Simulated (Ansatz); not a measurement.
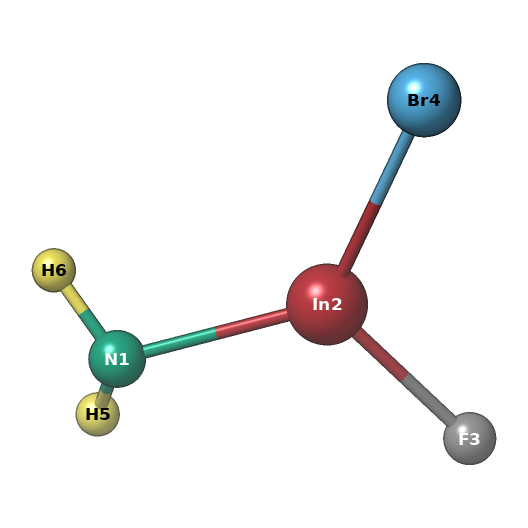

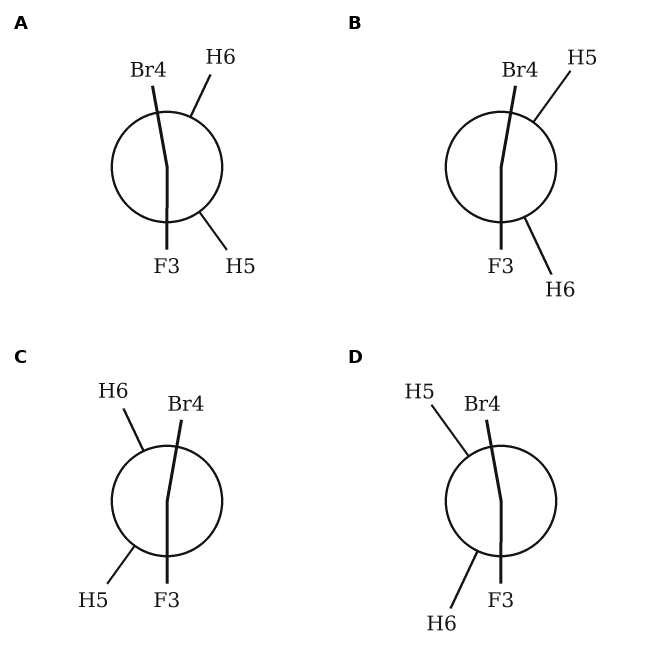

Depth is shown by fading: the farther an atom, the more it takes the colour of the background. Bonds that would overlap in a projection are set slightly apart. The geometry was computed by an optimisation with PBE-D4/def2-SVP. No frequency run is at hand to confirm it as a minimum.

**Which Newman projection shows the view along In2–N1, with In2 in front?**

A. The torsion angle Br4–In2–N1–H5 is 154°, antiperiplanar (anti).
